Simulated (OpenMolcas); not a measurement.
# One shape, several levels: doublet C2F4O+

Aim: a comparison of 6 runs (UB3LYP/6-31G*, UBHLYP/cc-pVDZ, UM06-2X/cc-pVDZ, UPBE/cc-pVDZ, UPBE0/cc-pVDZ) of doublet C2F4O+. 

The results are computed with OpenMolcas 26.06.

### Step 1. The system as given

The species is C2F4O+ (7 atoms), meant as a doublet with charge +1. SMILES of the parent species: `O=C(F)C(F)(F)F`. The shape is that of a PBE0-D4/def2-TZVP optimisation. That shape belongs to the parent species and isn't relaxed for this state.

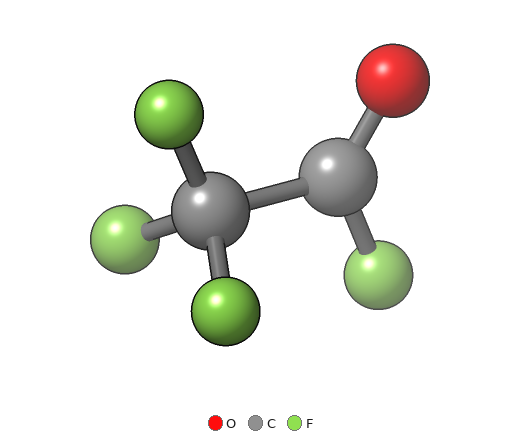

The structure, seen from a chosen angle (oxygen red, carbon grey, fluorine green).

### Step 2. A single-point energy at UB3LYP/6-31G(d) (spherical functions) (run 1)

Contents of calc.input:

```
&GATEWAY
BasLib=$CurrDir
Coord
7
angstrom
O        1.061180      -1.396170       0.701140
C        0.088980      -0.798110       0.435150
F       -1.136840      -1.201010       0.739860
C        0.018150       0.551850      -0.306440
F       -0.697880       0.418270      -1.418740
F       -0.564330       1.461580       0.468830
F        1.230750       0.963590      -0.619810
Basis=6-31Gs
Group=NoSym
&SEWARD
GridInput
Grid=UltraFine
End of Grid
&SCF
UHF
Charge=1
Spin=2
KSDFT=B3LYP
Thresholds=1e-10 1e-07 1e-07 1e-05
PrOrbitals=1 2
```

The basis set 6-31G* is read from a file made from the Basis Set Exchange's data (not shown).

Launch:

```
$ export MOLCAS_MEM=1860
$ pymolcas calc.input > calc.log
```

The log of the run:

```text
--- Start Module: gateway ---
[...]
--- Stop Module: gateway /rc=_RC_ALL_IS_WELL_ ---
--- Start Module: seward ---
[...]
      Basis functions           98
--- Stop Module: seward /rc=_RC_ALL_IS_WELL_ ---
[...]
--- Start Module: scf ---
[...]
       Convergence after  27 Iterations
[...]
::    Total KS-DFT energy                            -550.3260181321
[...]
      Total spin, S                                     0.5031641799
[...]
      Total electronic charge=   55.000000
      Total            charge=    1.000000
[...]
      Dipole Moment (debye):
      Origin of the operator (angstrom)=   -0.0339    0.0510   -0.0259
                   X=  4.9665E-01               Y= -2.3456E+00               Z=  1.2630E+00           Total=  2.7099E+00
      Center of Charge (angstrom)
[...]
--- Stop Module: scf /rc=_RC_ALL_IS_WELL_ ---
[...]
```

Wall time 72 s (1 thread of Arm Neoverse V1, shared host); peak memory 0.55 GiB.

### Step 3. The energy at UBHLYP/cc-pVDZ (run 2)

Contents of mol.inp:

```
&gateway
 baslib=$CurrDir
 coord
 7
 angstrom
 O        1.061180      -1.396170       0.701140
 C        0.088980      -0.798110       0.435150
 F       -1.136840      -1.201010       0.739860
 C        0.018150       0.551850      -0.306440
 F       -0.697880       0.418270      -1.418740
 F       -0.564330       1.461580       0.468830
 F        1.230750       0.963590      -0.619810
 basis=cc-pVDZ
 group=NoSym

&seward
 gridinput
 Grid=UltraFine
 End of Grid

&scf
 uhf
 charge=1
 spin=2
 ksdft=HYB_GGA_XC_BHANDHLYP
 thresholds=1e-10 1e-07 1e-07 1e-05
 prorbitals=0
```

The basis set cc-pVDZ is read from a file made from the Basis Set Exchange's data (not shown).

Launch:

```
$ export MOLCAS_MEM=1860
$ pymolcas mol.inp > mol.log
```

The log of the run:

```text
--- Start Module: gateway ---
[...]
--- Stop Module: gateway /rc=_RC_ALL_IS_WELL_ ---
--- Start Module: seward ---
[...]
      Basis functions           98
--- Stop Module: seward /rc=_RC_ALL_IS_WELL_ ---
[...]
--- Start Module: scf ---
[...]
       Convergence after  26 Iterations
[...]
::    Total KS-DFT energy                            -550.1409263354
[...]
      Total spin, S                                     0.5057604623
[...]
      Total electronic charge=   55.000000
      Total            charge=    1.000000
[...]
      Dipole Moment (debye):
      Origin of the operator (angstrom)=   -0.0339    0.0510   -0.0259
                   X=  1.0821E+00               Y= -3.4554E+00               Z=  1.8371E+00           Total=  4.0603E+00
      Center of Charge (angstrom)
[...]
--- Stop Module: scf /rc=_RC_ALL_IS_WELL_ ---
[...]
```

Wall time 78 s (1 thread of Arm Neoverse V1, shared host); peak memory 0.55 GiB.

### Step 4. A single-point energy at UM06-2X/cc-pVDZ (run 3)

Contents of test.input:

```
* C2F4O Kohn-Sham DFT
>>> EXPORT MOLCAS_PRINT=2
&GATEWAY
BasLib=$CurrDir
Coord
7
angstrom
O        1.061180      -1.396170       0.701140
C        0.088980      -0.798110       0.435150
F       -1.136840      -1.201010       0.739860
C        0.018150       0.551850      -0.306440
F       -0.697880       0.418270      -1.418740
F       -0.564330       1.461580       0.468830
F        1.230750       0.963590      -0.619810
Basis=cc-pVDZ
Group=NoSym
&SEWARD
GridInput
Grid=UltraFine
End of Grid
&SCF
UHF
Charge=1
Spin=2
KSDFT=M062X
Thresholds=1e-10 1e-07 1e-07 1e-05
PrOrbitals=1 1
```

The basis set cc-pVDZ is read from a file made from the Basis Set Exchange's data (not shown).

Launch:

```
$ export MOLCAS_MEM=1860
$ pymolcas test.input > test.log
```

The log of the run:

```text
--- Start Module: gateway ---
[...]
--- Stop Module: gateway /rc=_RC_ALL_IS_WELL_ ---
--- Start Module: seward ---
[...]
      Basis functions           98
--- Stop Module: seward /rc=_RC_ALL_IS_WELL_ ---
[...]
--- Start Module: scf ---
[...]
       Convergence after  26 Iterations
[...]
::    Total KS-DFT energy                            -550.1891068330
[...]
      Total spin, S                                     0.5048945165
[...]
      Total electronic charge=   55.000000
      Total            charge=    1.000000
[...]
      Dipole Moment (debye):
      Origin of the operator (angstrom)=   -0.0339    0.0510   -0.0259
                   X=  8.7832E-01               Y= -3.0064E+00               Z=  1.6026E+00           Total=  3.5183E+00
      Center of Charge (angstrom)
[...]
--- Stop Module: scf /rc=_RC_ALL_IS_WELL_ ---
[...]
```

It took 2.1 min on 1 thread of Arm Neoverse V1, shared host; peak memory 0.55 GiB.

Runs 4 to 5 aren't shown in full; the table further down has their settings and results.

### Step 5. The energy at UB3LYP/6-31G(d) (Cartesian functions) (run 6)

Contents of mol.input:

```
* C2F4O Kohn-Sham DFT
>>> EXPORT MOLCAS_PRINT=2

&GATEWAY
 BASLIB = $CurrDir
 COORD
 7
 angstrom
 O        1.061180      -1.396170       0.701140
 C        0.088980      -0.798110       0.435150
 F       -1.136840      -1.201010       0.739860
 C        0.018150       0.551850      -0.306440
 F       -0.697880       0.418270      -1.418740
 F       -0.564330       1.461580       0.468830
 F        1.230750       0.963590      -0.619810
 BASIS = 6-31Gs
 GROUP = NoSym

&SEWARD
 GRIDINPUT
 Grid=UltraFine
 End of Grid

&SCF
 UHF
 CHARGE = 1
 SPIN = 2
 KSDFT = B3LYP
 THRESHOLDS = 1e-10 1e-07 1e-07 1e-05
 PRORBITALS = 1 1
```

The basis set 6-31G* is read from a file made from the Basis Set Exchange's data (not shown).

Launch:

```
$ export MOLCAS_MEM=1860
$ pymolcas mol.input > mol.log
```

The log of the run:

```text
--- Start Module: gateway ---
[...]
--- Stop Module: gateway /rc=_RC_ALL_IS_WELL_ ---
--- Start Module: seward ---
[...]
      Basis functions          105
--- Stop Module: seward /rc=_RC_ALL_IS_WELL_ ---
[...]
--- Start Module: scf ---
[...]
       Convergence after  28 Iterations
[...]
::    Total KS-DFT energy                            -550.3317876671
[...]
      Total spin, S                                     0.5031665286
[...]
      Total electronic charge=   55.000000
      Total            charge=    1.000000
[...]
      Dipole Moment (debye):
      Origin of the operator (angstrom)=   -0.0339    0.0510   -0.0259
                   X=  4.9289E-01               Y= -2.3386E+00               Z=  1.2594E+00           Total=  2.7015E+00
      Center of Charge (angstrom)
[...]
--- Stop Module: scf /rc=_RC_ALL_IS_WELL_ ---
[...]
```

It took 86 s on 1 thread of Arm Neoverse V1, shared host; peak memory 0.6 GiB.

### Step 6. Overview of the runs

```
run                                level  Cartesian functions  energy (Eh)  HOMO energy (eV)  LUMO energy (eV)   ⟨S²⟩  wall time
  1  UB3LYP/6-31G* (spherical functions)                   no  -550.326018            -18.15            -15.39  0.756       72 s
  2                       UBHLYP/cc-pVDZ                   no  -550.140926            -20.56            -13.88  0.762       78 s
  3                      UM06-2X/cc-pVDZ                   no  -550.189107            -20.51            -14.37  0.760    2.1 min
  4                         UPBE/cc-pVDZ                   no  -549.865328            -16.53            -15.82  0.752    1.8 min
  5                        UPBE0/cc-pVDZ                   no  -549.841271            -18.59            -15.18  0.758       93 s
  6  UB3LYP/6-31G* (Cartesian functions)                  yes  -550.331788            -18.16            -15.40  0.756       86 s
```

### Step 7. Results

```
                                 quantity          value
                      run 6: total energy  -550.33179 Eh
run 6: HOMO energy (highest over α and β)      -18.16 eV
 run 6: LUMO energy (lowest over α and β)      -15.40 eV
                              run 6: ⟨S²⟩          0.756
```

**Reading.** Totals of different functionals can't be ranked against each other. All runs together took 9.4 min, the longest 2.1 min.
